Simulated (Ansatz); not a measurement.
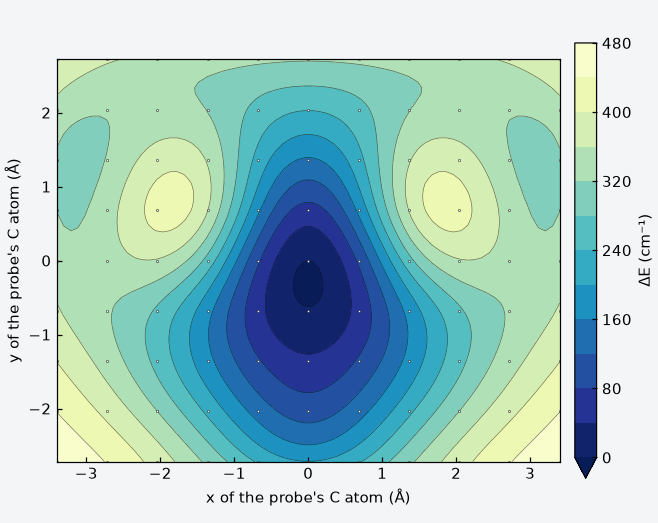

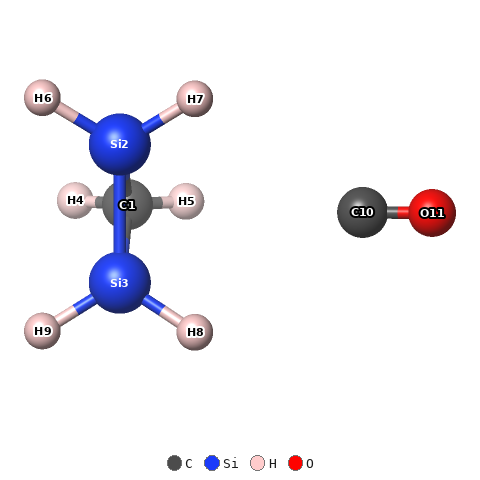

Energy landscape of CH₆Si₂ (SMILES C1[SiH2][SiH2]1) with the probe CO. The probe is moved over a plane parallel to the molecule's main plane, 3.95 Å above it. First axis: x of the probe's C atom. Second axis: y of the probe's C atom. Nothing is relaxed (molecule and probe rigid, the probe upright with C nearest the plane). Grid: 11 × 9 points; 72 points were computed and 27 follow by symmetry. Points are written as (first, second). Energies are in cm⁻¹, from the lowest grid point. Level of theory: RKS PBE-D4/def2-SVPD (Ansatz 0.2.0).

Drawn: filled contours, dots at the grid points. Between grid points the surface is interpolated. The second picture is the structure at the lowest point.

### Summarise what can be read from the map.

The lowest grid point is at (0.00 Å, 0.00 Å). The highest grid point, (−3.40 Å, −2.72 Å), lies 476 cm⁻¹ above the lowest. On the interpolated surface the easiest way out of the lowest well to the well at about (−3.11 Å, 1.26 Å) passes a barrier of about 330 cm⁻¹. Near the minimum the curvatures are about 0.018 and 0.041 eV/Å² along the soft and the stiff direction.

The whole map (72 points run) took 6.9 min on 1 thread of Arm Neoverse V2, with other jobs on the host.
